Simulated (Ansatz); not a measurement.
CH7NSi

| atom | x (Å) | y (Å) | z (Å) |
| --- | --- | --- | --- |
| Si | 0.0350 | -0.0172 | -0.1042 |
| H | -0.1343 | -0.1521 | 1.3858 |
| N | 1.6780 | 0.0723 | -0.6630 |
| H | 2.2394 | -0.7728 | -0.6646 |
| H | 2.2468 | 0.8626 | -0.3781 |
| C | -0.8804 | 1.5260 | -0.6469 |
| H | -1.9360 | 1.4822 | -0.3363 |
| H | -0.4388 | 2.4278 | -0.1934 |
| H | -0.8411 | 1.6395 | -1.7408 |
| H | -0.5548 | -1.2485 | -0.7173 |

Level of theory: RKS PBE0/def2-SVP (Ansatz).

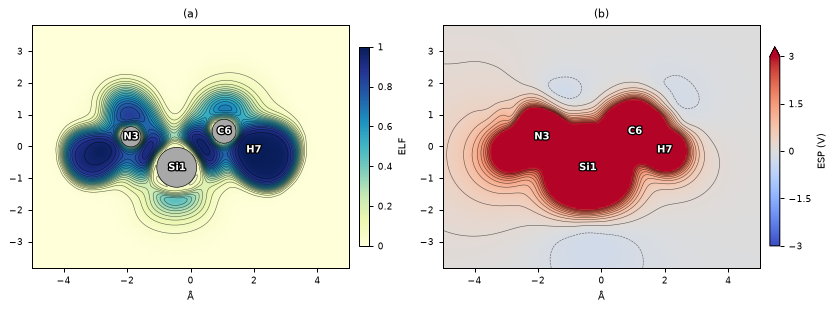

Figure 1. (a) ELF; (b) molecular electrostatic potential on the plane of atoms Si1, C6 and H7. Grey discs cover the atomic cores in the ELF map.

Question: Describe what can be read from this map.

Answer: The plane passes through Si, N, C and H nuclei. Si–N (1.74 Å): the ELF peaks at about 0.90 between the atoms; a shared but strongly polarised pair. C–Si (1.87 Å): the ELF peaks at about 0.95 between the atoms (a covalent bond). C–H (1.10 Å): the ELF climbs to about 1 towards the hydrogen, as it does in any bond to H (a covalent bond by its length). The potential has no marked negative region in this plane.

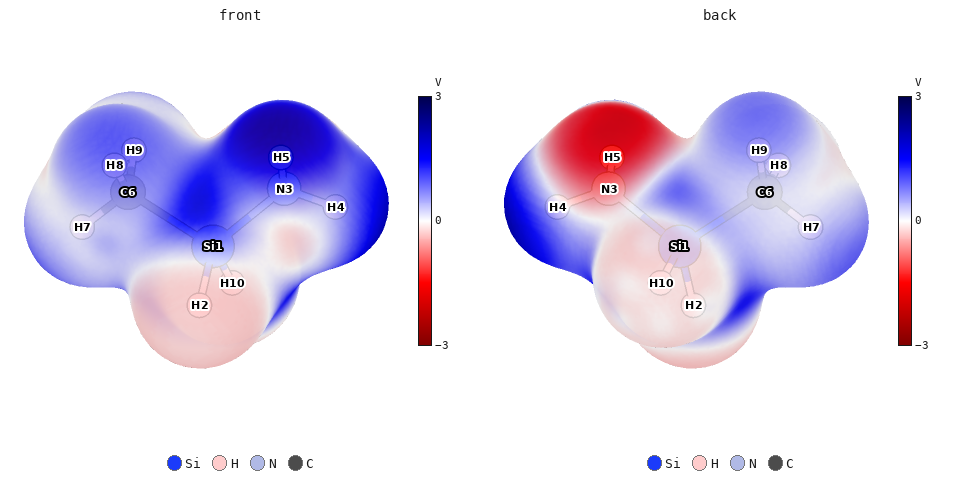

Figure 2. The electrostatic potential painted on the density surface at 0.004 e/bohr³, seen from the front and from behind; red is negative and blue positive.

Question: Which sites attract a positive test charge, and which a negative one?

Answer: A positive charge is drawn to the negative regions and a negative charge to the positive ones. The most negative region (about −1.7 V) lies over N3, the most positive (about +2.1 V) over H4 and H5. N3 is the likeliest acceptor of a hydrogen bond.

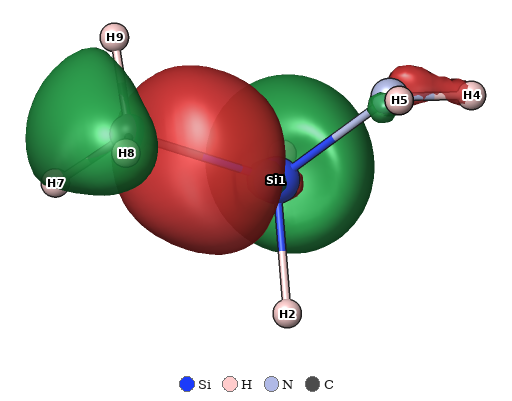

Figure 3. The HOMO−1 at ±0.15 Å⁻³ᐟ² (green and red are the two phases), seen at an oblique angle.

Question: Where does this orbital lie, and at what energy?

Answer: Its weight (Hirshfeld) is mainly on C6 (about 30 %), Si1 (about 30 %) and H10 (about 25 %). Its energy is −8.93 eV.
